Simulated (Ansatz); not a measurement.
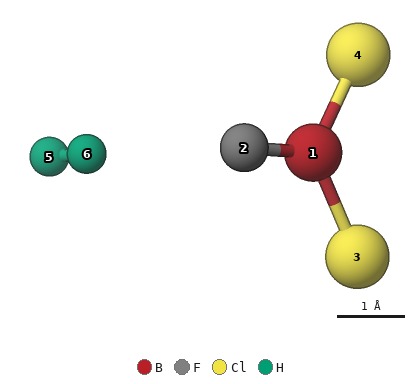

**Figure 1.** The starting structure (ball-and-stick view, seen at a tilt; atoms are numbered from 1 in the order of the input). Bond lengths as drawn: B–Cl 1.74 Å, B–F 1.30 Å and H–H 0.73 Å.

## Nudged elastic band of BH2Cl2F

BH2Cl2F, set up with RKS BHLYP/6-31G* (Ansatz 0.2.0).

One setting was made poor on purpose. It belongs to a series of runs on one base structure; here: an input spoilt on purpose.

**Input**
```yaml
crystal:
  periodic: [false, false, false]
  atoms:
    - { symbol: B, position_ang: [0.02966, 0.517994, -0.471185] }
    - { symbol: F, position_ang: [0.007439, 0.419187, 0.829173] }
    - { symbol: Cl, position_ang: [1.565017, 0.576524, -1.289772] }
    - { symbol: Cl, position_ang: [-1.476906, 0.586624, -1.340847] }
    - { symbol: H, position_ang: [-0.007704, -2.677356, 1.981797] }
    - { symbol: H, position_ang: [-0.006106, -1.948874, 1.885035] }
basis:
  gaussian: { orbitals: "6-31G*" }
hamiltonian:
  xc: { name: BHLYP }
neb:
  order_check: false
  images: 2
  f_tol: 0.05
  max_iterations: 8
  climbing: true
  final_atoms:
    - { symbol: B, position_ang: [0.17808235, -0.70010171, -0.50591667] }
    - { symbol: F, position_ang: [0.19259701, -0.26616712, 1.91477081] }
    - { symbol: Cl, position_ang: [1.5309717, 0.30168956, -0.94619523] }
    - { symbol: Cl, position_ang: [-1.46357109, -0.08381026, -0.65859142] }
    - { symbol: H, position_ang: [0.3387098, -1.83493589, -0.25289666] }
    - { symbol: H, position_ang: [-0.66538977, 0.05742442, 2.04303018] }
  initial_path:
    images:
      - { positions_ang: [[0.02966, 0.517994, -0.471185], [0.007439, 0.419187, 0.829173], [1.565017, 0.576524, -1.289772], [-1.476906, 0.586624, -1.340847], [-0.007704, -2.677356, 1.981797], [-0.006106, -1.948874, 1.885035]] }
      - { positions_ang: [[0.02025943, 0.16179454, -0.17359988], [-0.01431437, 0.1952457, 1.37087298], [1.62047171, 0.12280582, -1.03764324], [-1.54009823, 0.16923011, -1.10972987], [0.02139338, -1.82534704, 1.01333892], [0.00368809, -1.34963013, 1.53096208]] }
      - { positions_ang: [[0.06973354, -0.24423736, -0.1851771], [0.04740496, -0.03320567, 1.73273892], [1.60912328, 0.03119434, -0.92311765], [-1.53565326, -0.05424798, -0.88231134], [0.13686464, -1.54454033, 0.26844104], [-0.21607317, -0.68086399, 1.58362714]] }
      - { positions_ang: [[0.17808235, -0.70010171, -0.50591667], [0.19259701, -0.26616712, 1.91477081], [1.5309717, 0.30168956, -0.94619523], [-1.46357109, -0.08381026, -0.65859142], [0.3387098, -1.83493589, -0.25289666], [-0.66538977, 0.05742442, 2.04303018]] }
  n_images: 5
```

Hardware: 1 thread of Arm Neoverse V2, 24 GiB of memory available, shared host.

Launched with:
```bash
ansatz run input.yaml --threads 1 --pin off --max-ram 2048MiB --backend cpu --events-out ev --progress --plain --runs-dir out
```

**What the program printed**
```
Error: YAML parse error: error: line 33 column 3: unknown field `n_images`, expected one of images, spring, climbing, order_check, relax_end_points, f_tol, exx_force_gate, max_iterations, max_displacement, density_extrapolation, optimiser, initial_path, freeze_fraction, magnetization_jump, magnetization_bend, levels_near_fermi, parallel_images, constraints, final_atoms
  --> <input>:33:3
   |
31 |       - { positions_ang: [[0.06973354, -0.24423736, -0.1851771], [0…
32 |       - { positions_ang: [[0.17808235, -0.70010171, -0.50591667], […
33 |   n_images: 5
   |   ^ unknown field `n_images`, expected one of images, spring, climbing, order_check, relax_end_points, f_tol, exx_force_gate, max_iterations, max_displacement, density_extrapolation, optimiser, initial_path, freeze_fraction, magnetization_jump, magnetization_bend, levels_near_fermi, parallel_images, constraints, final_atoms
```

**What the run reported**

```json
{"quantity": "outcome", "value": "refused by the program"}
```

**Diagnosis**

The program refused the input: “YAML parse error: error: line 33 column 3: unknown field `n_images`, expected one of images, spring, climbing, order_check, relax_end_points, f_tol, exx_force_gate, max_iterations, max_displacement, density_extrapolation, optimiser, initial_path, freeze_fraction, magnetization_jump, magnetization_bend, …” A deliberately poor setting: bad input.
